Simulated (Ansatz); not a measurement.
CH8BFSi2

Input file:

```
crystal:
  periodic: [false, false, false]
  atoms:
    - { symbol: B, position_ang: [-2.1837, 0.3775, 0.1837] }
    - { symbol: Si, position_ang: [-0.8006, -0.4197, 1.1695] }
    - { symbol: Si, position_ang: [0.8696, -0.8744, -0.2184] }
    - { symbol: C, position_ang: [1.6701, 0.7226, -0.9035] }
    - { symbol: F, position_ang: [0.631, 1.3434, -1.6695] }
    - { symbol: H, position_ang: [-3.2251, 0.7598, 0.7234] }
    - { symbol: H, position_ang: [-2.0892, 0.6092, -0.9848] }
    - { symbol: H, position_ang: [-1.2492, -1.6471, 1.7676] }
    - { symbol: H, position_ang: [-0.3315, 0.5117, 2.2697] }
    - { symbol: H, position_ang: [1.9569, -1.5763, 0.5685] }
    - { symbol: H, position_ang: [0.4183, -1.7294, -1.2825] }
    - { symbol: H, position_ang: [1.9329, 1.3802, -0.0502] }
    - { symbol: H, position_ang: [2.4211, 0.5077, -1.5585] }
basis:
  gaussian: { orbitals: def2-SVP }
hamiltonian:
  xc: pbe0
relax:
  f_tol: 0.02
  max_steps: 50
output:
  orbitals: {}
```

Launched as:

```sh
ansatz run input.yaml --threads 2 --pin off --max-ram 3072MiB --backend cpu --events-out ev --progress --plain --runs-dir out
```

The fields are those of the run's last geometry, not of the input's.

All numbers below come from RKS PBE0/def2-SVP (Ansatz).

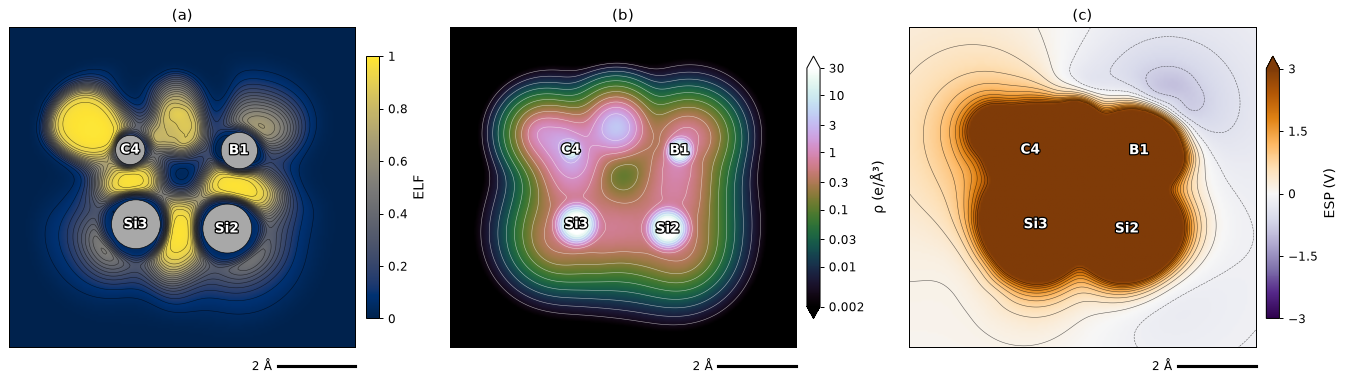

Figure 1. (a) ELF; (b) total electron density; (c) molecular electrostatic potential on the plane of atoms B1, Si2 and Si3. Grey discs cover the atomic cores in the ELF map.

Describe what can be read from this map.

The plane passes through B, Si and C nuclei.
C–Si (1.93 Å): the density is about 0.91 e/Å³ at the midpoint; the ELF peaks at about 1 between the atoms (a shared electron pair).
Si–B (2.03 Å): ρ is about 0.78 e/Å³ halfway; the ELF peaks at about 1 between the atoms (a covalent bond).
Si–Si (2.35 Å): the density is about 0.61 e/Å³ at the midpoint; the ELF peaks at about 1 between the atoms: a shared electron pair.
The ELF also peaks beside F5, away from the bonds: lone-pair regions.
Outside the dense part of the molecule the potential is most negative (−0.9 V) near H7, which lies off the plane.

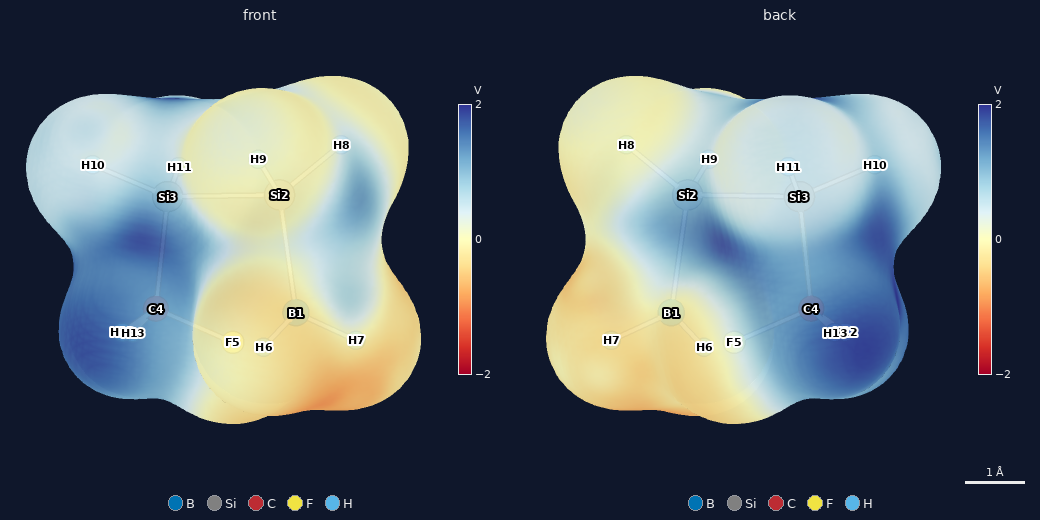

Figure 2. The electrostatic potential painted on the density surface at 0.004 e/bohr³, seen from the front and from behind; red is negative and blue positive.

Where is the surface potential most negative and most positive?

The most negative region (about −0.8 V, or −18 kcal/mol for a unit charge) lies over H6, the most positive (about +1.9 V, or +44 kcal/mol for a unit charge) over Si3, C4 and H13.

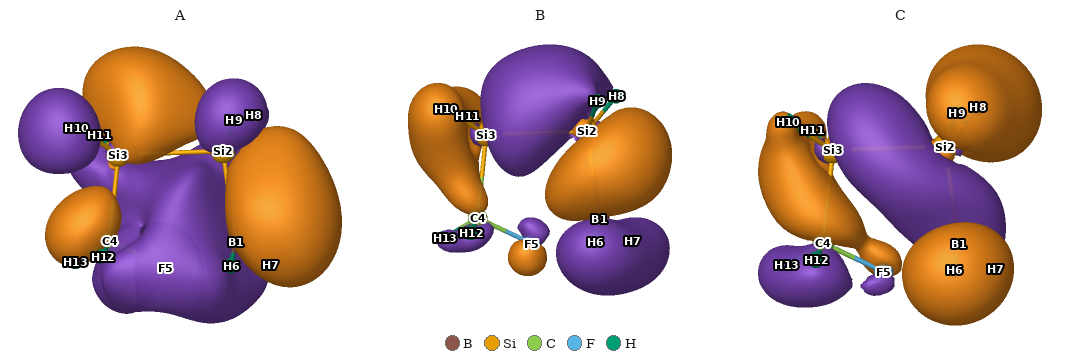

Figure 3. Three frontier orbitals at ±0.06 Å⁻³ᐟ² (orange and purple are the two phases), in no order.

Which picture is the HOMO−1, the HOMO and the LUMO?

C is the HOMO−1 (−8.57 eV). By Hirshfeld shares it lies mainly on Si2 (about 30 %), Si3 (about 15 %), H8 (about 15 %), B1 (about 15 %), H6 (about 10 %) and C4 (about 5 %). B is the HOMO (−7.41 eV). Its weight (Hirshfeld) is mainly on Si2 (about 35 %), B1 (about 25 %) and Si3 (about 20 %). A is the LUMO (−0.56 eV). It lies mainly on B1 (about 25 %), Si3 (about 20 %), Si2 (about 20 %), C4 (about 10 %) and F5 (about 10 %).

What is the HOMO–LUMO gap?

6.85 eV between the orbital energies.
